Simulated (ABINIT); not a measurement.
**BaH2 (P6_3/mmc): G0W0 in ABINIT against the plane-wave cutoff**

Wanted: the cheapest plane-wave cutoff that holds the gap of BaH2 (P6_3/mmc).

Calculated with ABINIT 10.8.3; PBEsol and many-body steps on it, plane waves.

### Step 1. The starting structure

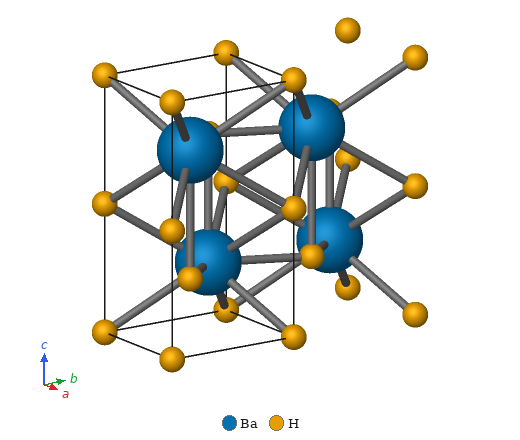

The starting structure, seen slightly off an axis (barium blue, hydrogen orange). 1×2×1 cells are drawn. Bonds to atoms that aren't drawn are left out. Some periodic images of atoms are drawn too.

The cell and positions are those that the Materials Project relaxed with its own functionals (PBE, PBE+U or r2SCAN), kept fixed. Spin-orbit coupling is left out unless a step names it.

### Step 2. Empty states on the mesh, 3×3×2 mesh, 539 bands

This step: ABINIT 10.8.3; DFT, PBEsol, plane waves, norm-conserving pseudopotentials.

The sums over transitions need many empty states on a uniform mesh; this step solves for them.

Contents of run.abi:

```
acell 3*1.0 Angstrom
rprim 
  4.462025052349 0.000000000014 0.000000000000
  -2.231012526186 3.864227047650 0.000000000000
  0.000000000000 0.000000000000 6.055292590000
ntypat 2
znucl 56 1
natom 6
typat 1 1 2 2 2 2
xred 
  0.666666666667 0.333333333333 0.750000000000
  0.333333333333 0.666666666667 0.250000000000
  0.333333333333 0.666666666667 0.750000000000
  0.666666666667 0.333333333333 0.250000000000
  0.000000000000 0.000000000000 0.500000000000
  0.000000000000 0.000000000000 0.000000000000
pp_dirpath "pseudos"
pseudos "Ba.upf, H.upf"
ecut 32
ngkpt 3 3 2
nshiftk 1
shiftk 0 0 0
kptopt 1
chksymbreak 0
iscf -2
irdden 1
istwfk *1
nband 539
nbdbuf 48
tolwfr 1e-09
nstep 60
prtvol 0
indata_prefix "in"
outdata_prefix "out"
tmpdata_prefix "tmp"
```

Run with:

```
> OMP_NUM_THREADS=1 mpirun -n 4 abinit run.abi > log
```

Numbers of over 12 decimals in the logs are rounded to 6 here.

What it wrote:

```text
.Version 10.8.3 of ABINIT. v10.8.2 released Aug 2026.

 Symmetries : space group P6_3/m m c (#194); Bravais hP (primitive hexag.)
[... echo of the input left out ...]
== DATASET  1 ==================================================================
-   mpi_nproc: 4, omp_nthreads: 1 (-1 if OMP is not activated)

--- !DatasetInfo
iteration_state: {dtset: 1, }
dimensions: {natom: 6, nkpt: 6, mband: 539, nsppol: 1, nspinor: 1, nspden: 1, mpw: 6126, }
cutoff_energies: {ecut:  32.0, pawecutdg:  -1.0, }
[...]
5.92995    5.94185    5.94217    5.94305    5.94325    5.94394    5.94465    5.95267
   5.95327    5.95381    5.96590    5.96720    5.97014    5.97351    5.97926    5.99001
   5.99261    5.99414    6.00044
 prteigrs : prtvol=0 or 1, do not print more k-points.

== END DATASET(S) ==============================================================
================================================================================

 -outvars: echo values of variables after computation  --------
            nband         539
             nkpt           6
          spgroup         194
 [... the other variables as echoed above ...]

 Calculation completed.
```

Elapsed: 15 min, on 4 MPI ranks of Intel Xeon Platinum 8259CL at 2.50GHz (Skylake/Cascade Lake), shared host; peak memory 0.69 GiB.

This step gave:

* gap: 1.473 eV
* k of the valence top: 0, 0, 0
* k of the conduction bottom: 0.3333, 0.3333, 0.5
* least direct gap: 2.725 eV
* k points computed: 6
* lowest point of the top converged band, above the valence top: 147.9069 eV

On this mesh the gap is 1.473 eV.

The density comes from a self-consistent run that is not shown.

### Step 3. Empty states on the mesh, 3×3×2 mesh, 141 bands

Edit run.abi of step 2 so:

```diff
@@ -18,3 +18,3 @@
 pseudos "Ba.upf, H.upf"
-ecut 32
+ecut 19
 ngkpt 3 3 2
@@ -24,10 +24,10 @@
 chksymbreak 0
-iscf -2
 irdden 1
 istwfk *1
-nband 539
-nbdbuf 48
-tolwfr 1e-09
-nstep 60
+nband 141
 prtvol 0
+optdriver 6
+gwr_task "HDIAGO"
+paral_kgb 0
+occopt 1
 indata_prefix "in"
```

What it wrote:

```text
[banner, memory and clock lines left out]
.Version 10.8.3 of ABINIT. v10.8.2 released Aug 2026.

 Symmetries : space group P6_3/m m c (#194); Bravais hP (primitive hexag.)
[... echo of the input left out ...]
== DATASET  1 ==================================================================
-   mpi_nproc: 4, omp_nthreads: 1 (-1 if OMP is not activated)

--- !DatasetInfo
iteration_state: {dtset: 1, }
dimensions: {natom: 6, nkpt: 6, mband: 141, nsppol: 1, nspinor: 1, nspden: 1, mpw: 2818, }
cutoff_energies: {ecut:  19.0, pawecutdg:  -1.0, }
[...]
Integrated=    2.4000E+01

 === KS gaps after direct diagonalization ===
 Indirect band gap semiconductor
 Fundamental gap:     1.462 (eV)
   VBM:     4.143 (eV) at k: [ 0.0000E+00,  0.0000E+00,  0.0000E+00]
   CBM:     5.605 (eV) at k: [ 3.3333E-01,  3.3333E-01,  5.0000E-01]
 Direct gap:         2.714 (eV) at k: [ 0.0000E+00,  0.0000E+00,  0.0000E+00]

== END DATASET(S) ==============================================================

 -outvars: echo values of variables after computation  --------
           etotal      0.0000000000E+00
            nband         141
             nkpt           6
          spgroup         194
 [... the other variables as echoed above ...]

 Calculation completed.
```

Elapsed: 42 s, on 4 MPI ranks; peak memory 2 GiB.

This step gave:

```yaml
gap: 1.462 eV
k_of_the_valence_top: 0, 0, 0
k_of_the_conduction_bottom: 0.3333, 0.3333, 0.5
least_direct_gap: 2.714 eV
k_points_computed: 6
lowest_point_of_the_top_converged_band_above_the_valence_top: 55.1558 eV
```

On this mesh the gap is 1.462 eV.

### Step 4. Empty states on the mesh, 3×3×2 mesh, 141 bands

Edit run.abi of step 3 so:

```diff
@@ -18,3 +18,3 @@
 pseudos "Ba.upf, H.upf"
-ecut 19
+ecut 26
 ngkpt 3 3 2
```

What it wrote:

```text
[banner, memory and clock lines left out]
.Version 10.8.3 of ABINIT. v10.8.2 released Aug 2026.

 Symmetries : space group P6_3/m m c (#194); Bravais hP (primitive hexag.)
[... echo of the input left out ...]
== DATASET  1 ==================================================================
-   mpi_nproc: 4, omp_nthreads: 1 (-1 if OMP is not activated)

--- !DatasetInfo
iteration_state: {dtset: 1, }
dimensions: {natom: 6, nkpt: 6, mband: 141, nsppol: 1, nspinor: 1, nspden: 1, mpw: 4478, }
cutoff_energies: {ecut:  26.0, pawecutdg:  -1.0, }
[...]
Integrated=    2.4000E+01

 === KS gaps after direct diagonalization ===
 Indirect band gap semiconductor
 Fundamental gap:     1.472 (eV)
   VBM:     4.133 (eV) at k: [ 0.0000E+00,  0.0000E+00,  0.0000E+00]
   CBM:     5.605 (eV) at k: [ 3.3333E-01,  3.3333E-01,  5.0000E-01]
 Direct gap:         2.724 (eV) at k: [ 0.0000E+00,  0.0000E+00,  0.0000E+00]

== END DATASET(S) ==============================================================

 -outvars: echo values of variables after computation  --------
           etotal      0.0000000000E+00
            nband         141
             nkpt           6
          spgroup         194
 [... the other variables as echoed above ...]

 Calculation completed.
```

Wall time 2.3 min (4 MPI ranks); peak memory 4.5 GiB.

This step gave:

```yaml
gap: 1.472 eV
k_of_the_valence_top: 0, 0, 0
k_of_the_conduction_bottom: 0.3333, 0.3333, 0.5
least_direct_gap: 2.724 eV
k_points_computed: 6
lowest_point_of_the_top_converged_band_above_the_valence_top: 55.1667 eV
```

On this mesh the gap is 1.472 eV.

### Step 5. Empty states on the mesh, 3×3×2 mesh, 145 bands

Edit run.abi of step 4 so:

```diff
@@ -18,3 +18,3 @@
 pseudos "Ba.upf, H.upf"
-ecut 26
+ecut 40
 ngkpt 3 3 2
@@ -24,10 +24,10 @@
 chksymbreak 0
+iscf -2
 irdden 1
 istwfk *1
-nband 141
+nband 145
+nbdbuf 12
+tolwfr 1e-09
+nstep 60
 prtvol 0
-optdriver 6
-gwr_task "HDIAGO"
-paral_kgb 0
-occopt 1
 indata_prefix "in"
```

What it wrote:

```text
.Version 10.8.3 of ABINIT. v10.8.2 released Aug 2026.

 Symmetries : space group P6_3/m m c (#194); Bravais hP (primitive hexag.)
[... echo of the input left out ...]
== DATASET  1 ==================================================================
-   mpi_nproc: 4, omp_nthreads: 1 (-1 if OMP is not activated)

--- !DatasetInfo
iteration_state: {dtset: 1, }
dimensions: {natom: 6, nkpt: 6, mband: 145, nsppol: 1, nspinor: 1, nspden: 1, mpw: 8556, }
cutoff_energies: {ecut:  40.0, pawecutdg:  -1.0, }
[...]
2.21813    2.23584    2.24099    2.24099    2.24906    2.28410    2.28410    2.31140
   2.32408    2.32408    2.32430    2.32888    2.36725    2.40466    2.40566    2.41693
   2.42045
 prteigrs : prtvol=0 or 1, do not print more k-points.

== END DATASET(S) ==============================================================
================================================================================

 -outvars: echo values of variables after computation  --------
            nband         145
             nkpt           6
          spgroup         194
 [... the other variables as echoed above ...]

 Calculation completed.
```

Run time: 1.9 min. Hardware: 4 MPI ranks; peak memory 0.5 GiB.

Numbers from this step:

* gap: 1.473 eV
* k of the valence top: 0, 0, 0
* k of the conduction bottom: 0.3333, 0.3333, 0.5
* least direct gap: 2.726 eV
* k points computed: 6
* lowest point of the top converged band, above the valence top: 55.1692 eV

On this mesh the gap is 1.473 eV.

### Step 6. Screening, 3×3×2 mesh, 133 bands, screening to 130.6 eV

The RPA dielectric matrix is built and inverted for each q.

This step: RPA screening on PBEsol, plane waves, norm-conserving pseudopotentials.

Edit run.abi of step 5 so:

```diff
@@ -18,3 +18,3 @@
 pseudos "Ba.upf, H.upf"
-ecut 40
+ecut 19
 ngkpt 3 3 2
@@ -24,10 +24,11 @@
 chksymbreak 0
-iscf -2
-irdden 1
 istwfk *1
-nband 145
-nbdbuf 12
-tolwfr 1e-09
-nstep 60
-prtvol 0
+occopt 1
+irdwfk 1
+optdriver 3
+nband 133
+ecuteps 4.8
+inclvkb 2
+awtr 1
+symchi 1
 indata_prefix "in"
```

What it wrote:

```text
.Version 10.8.3 of ABINIT. v10.8.2 released Aug 2026.

 Symmetries : space group P6_3/m m c (#194); Bravais hP (primitive hexag.)
[... echo of the input left out ...]
== DATASET  1 ==================================================================
-   mpi_nproc: 4, omp_nthreads: 1 (-1 if OMP is not activated)

--- !DatasetInfo
iteration_state: {dtset: 1, }
dimensions: {natom: 6, nkpt: 6, mband: 133, nsppol: 1, nspinor: 1, nspden: 1, mpw: 2818, }
cutoff_energies: {ecut:  19.0, pawecutdg:  -1.0, }
electrons: {nelect:   2.40000000E+01, charge:   0.00000000E+00, occopt:   1.00000000E+00, tsmear:   1.00000000E-02, }

 SCREENING: Calculation of the susceptibility and dielectric matrices

 Based on a program developped by R.W. Godby, V. Olevano, G. Onida, and L. Reining.
 Incorporated in ABINIT by V. Olevano, G.-M. Rignanese, and M. Torrent.
.Using double precision arithmetic ; gwpc =  8

[... cell and pseudopotentials left out ...]
--------------------------------------------------------------------------------

 ==== K-mesh for the wavefunctions ====
 Number of points in the irreducible wedge :     6
[... list of points left out ...]
 Together with 24 symmetry operations and time-reversal symmetry
 yields    18 points in the full Brillouin Zone.

 ==== Q-mesh for the screening function ====
 Number of points in the irreducible wedge :     6
[... list of points left out ...]
 Together with 24 symmetry operations and time-reversal symmetry
 yields    18 points in the full Brillouin Zone.

 setmesh: FFT mesh size selected  =    24x   24x   36
          total number of points  =        20736

 vcoul_init : cutoff-mode = AUXILIARY_FUNCTION
 q-points for optical limit:   1
     1)      0.000010    0.000020    0.000030

- screening: taking advantage of time-reversal symmetry
- Maximum band index for partially occupied states nbvw = 12
- Remaining bands to be divided among processors   nbcw = 121
- Number of bands treated by each node ~30

 Number of electrons calculated from density =   24.0000; Expected =   24.0000
 average of density, n =  0.034063
 r_s =    1.9137
 omega_plasma =   17.8032 [eV]

 calculating chi0 at frequencies [eV] :
  1    0.000000E+00    0.000000E+00
  2    0.000000E+00    1.780320E+01

--------------------------------------------------------------------------------
  q-point number  1        q = ( 0.000000, 0.000000, 0.000000) [r.l.u.]
--------------------------------------------------------------------------------
[... chi0 elements left out ...]
 For q-point:  0.000010 0.000020 0.000030
  dielectric constant =   5.8680
  dielectric constant without local fields =   6.5345

  Average fulfillment of the sum rule on Im[epsilon] for q-point    1 :     89.38  [%]
[... wings left out ...]
  q-point number  2        q = ( 0.333333, 0.000000, 0.000000) [r.l.u.]
--------------------------------------------------------------------------------
[... chi0 elements left out ...]
  Average fulfillment of the sum rule on Im[epsilon] for q-point    2 :     94.86  [%]

 [... 4 further q-points ...]
```

Run time: 24 s. Hardware: 4 MPI ranks; peak memory 0.75 GiB.

Numbers from this step:

- ε∞ with local fields, on this mesh, along the program's q direction: 5.868
- the same without local fields: 6.535
- plasma frequency: 17.80 eV
- plane waves in the screening matrix: 329

Local fields lower ε∞ by 10 %. On a Γ-centred mesh this coarse the value itself is usually too large, while a short band sum pulls it down.

### Step 7. 19 Ha

This step: G0W0 on PBEsol, plane waves, norm-conserving pseudopotentials.

Edit run.abi of step 6 so:

```diff
@@ -27,8 +27,17 @@
 irdwfk 1
-optdriver 3
+optdriver 4
 nband 133
+gwcalctyp 0
+ecutsigx 19
+symsigma 1
+nkptgw 2
+kptgw 
+  0.0000000000 0.0000000000 0.0000000000
+  0.3333333333 0.3333333333 0.5000000000
+bdgw 
+  11 14
+  11 14
 ecuteps 4.8
-inclvkb 2
-awtr 1
-symchi 1
+irdscr 1
+ppmodel 1
 indata_prefix "in"
```

What it wrote:

```text
.Version 10.8.3 of ABINIT. v10.8.2 released Aug 2026.

 Symmetries : space group P6_3/m m c (#194); Bravais hP (primitive hexag.)
[... echo of the input left out ...]
== DATASET  1 ==================================================================
-   mpi_nproc: 4, omp_nthreads: 1 (-1 if OMP is not activated)

--- !DatasetInfo
iteration_state: {dtset: 1, }
dimensions: {natom: 6, nkpt: 6, mband: 133, nsppol: 1, nspinor: 1, nspden: 1, mpw: 2818, }
cutoff_energies: {ecut:  19.0, pawecutdg:  -1.0, }
electrons: {nelect:   2.40000000E+01, charge:   0.00000000E+00, occopt:   1.00000000E+00, tsmear:   1.00000000E-02, }

 SIGMA: Calculation of the GW corrections

 Based on a program developped by R.W. Godby, V. Olevano, G. Onida, and L. Reining.
 Incorporated in ABINIT by V. Olevano, G.-M. Rignanese, and M. Torrent.
.Using double precision arithmetic ; gwpc =  8

[... cell and pseudopotentials left out ...]
--------------------------------------------------------------------------------

 ==== K-mesh for the wavefunctions ====
 Number of points in the irreducible wedge :     6
[... list of points left out ...]
 Together with 24 symmetry operations and time-reversal symmetry
 yields    18 points in the full Brillouin Zone.

 ==== Q-mesh for screening function ====
 Number of points in the irreducible wedge :     6
[... list of points left out ...]
 Together with 24 symmetry operations and time-reversal symmetry
 yields    18 points in the full Brillouin Zone.

 vcoul_init : cutoff-mode = AUXILIARY_FUNCTION
 q-points for optical limit:   1
     1)      0.000010    0.000020    0.000030
 setmesh: FFT mesh size selected  =    32x   32x   48
          total number of points  =        49152

 Number of electrons calculated from density =   24.0000; Expected =   24.0000
 average of density, n =  0.034063
 r_s =    1.9137
 omega_plasma =   17.8032 [eV]

 === KS Band Gaps ===
  >>>> For spin  1
   Minimum direct gap =   2.7136 [eV], located at k-point      :   0.0000  0.0000  0.0000
   Fundamental gap    =   1.4624 [eV], Top of valence bands at :   0.0000  0.0000  0.0000
                                       Bottom of conduction at :   0.3333  0.3333  0.5000
 SIGMA fundamental parameters:
 PLASMON POLE MODEL  1
 number of plane-waves for SigmaX                 2777
 number of plane-waves for SigmaC and W            329
 number of plane-waves for wavefunctions          2777
 number of bands                                   133
 number of independent spin polarizations            1
 number of spinorial components                      1
 number of k-points in IBZ                           6
 number of q-points in IBZ                           6
 number of symmetry operations                      24
 number of k-points in BZ                           18
 number of q-points in BZ                           18
 number of frequencies for dSigma/dE                 9
 frequency step for dSigma/dE [eV]                0.25
 number of omega for Sigma on real axis              0
 max omega for Sigma on real axis  [eV]           0.00
 zcut for avoiding poles [eV]                     0.10

 EPSILON^-1 parameters (SCR file):
 dimension of the eps^-1 matrix on file            329
 dimension of the eps^-1 matrix used               329
 number of plane-waves for wavefunctions          2777
 number of bands                                   133
 number of q-points in IBZ                           6
 number of frequencies                               2
 number of real frequencies                          1
 number of imag frequencies                          1

 matrix elements of self-energy operator (all in [eV])

 Perturbative Calculation

--- !SelfEnergy_ee
iteration_state: {dtset: 1, }
kpoint     : [   0.000,    0.000,    0.000, ]
spin       : 1
KS_gap     :    2.714
QP_gap     :    4.293
Delta_QP_KS:    1.580
data: !SigmaeeData |
     Band     E0 <VxcDFT>   SigX SigC(E0)      Z dSigC/dE  Sig(E)    E-E0       E
       11   3.632 -10.588 -13.523   1.814   0.773  -0.294 -11.454  -0.866   2.766
       12   4.143 -10.763 -13.513   1.645   0.776  -0.289 -11.620  -0.857   3.285
       13   6.856  -9.229  -4.728  -3.613   0.813  -0.229  -8.507   0.722   7.579
       14   6.856  -9.229  -4.728  -3.613   0.813  -0.229  -8.507   0.722   7.579

--- !SelfEnergy_ee
iteration_state: {dtset: 1, }
kpoint     : [   0.333,    0.333,    0.500, ]
spin       : 1
KS_gap     :    3.010
QP_gap     :    4.605
Delta_QP_KS:    1.595
data: !SigmaeeData |
     Band     E0 <VxcDFT>   SigX SigC(E0)      Z dSigC/dE  Sig(E)    E-E0       E
       11   2.595 -11.062 -14.388   2.121   0.775  -0.291 -11.995  -0.934   1.661
       12   2.595 -11.062 -14.388   2.121   0.775  -0.291 -11.995  -0.934   1.661
       13   5.605  -8.696  -4.282  -3.602   0.814  -0.228  -8.035   0.661   6.266
       14   5.605  -8.696  -4.282  -3.602   0.814  -0.228  -8.035   0.661   6.266

== END DATASET(S) ==============================================================
================================================================================

 -outvars: echo values of variables after computation  --------
           etotal      0.0000000000E+00
            nband         133
             nkpt           6
          spgroup         194
 [... the other variables as echoed above ...]

 Calculation completed.
```

The job ended after 17 s (4 MPI ranks; peak memory 0.78 GiB).

Numbers from this step:

```yaml
g0w0_gap_on_the_points_computed: 2.981 eV
starting_gap_on_the_mesh: 1.462 eV
k_of_the_valence_top: 0, 0, 0
k_of_the_conduction_bottom: 0.3333, 0.3333, 0.5
z_at_the_valence_top: 0.776
z_at_the_conduction_bottom: 0.814
least_direct_g0w0_gap_on_the_computed_points: 4.294 eV
```

(Part 1 of 2 ends here.)

[Paths, hosts, dates, memory and timing lines, banners, echoed tables and standing remarks are left out of the program output.]

[Logs are printed without paths, hosts, clocks, repeated set-up lines and the standing remarks that a program may print on its own settings, such as how far it seeks lower states.]

[Runs of the session that timed out or met a known fault of the program may be left out.]

[Hosts, paths, dates, database ids (printed as entryN), source tags and the programs' standing remarks are cut or masked in the printed files.]

[G0W0 gaps are taken among the corrected bands and points alone; a level outside them can change the order at an edge.]

[Where Ansatz stands beside ABINIT at settings called matched, ABINIT's density can come from a denser mesh and the files from another edition; pairs whose starting gaps differed by over 0.03 eV were left out, so agreement reads better than it is.]
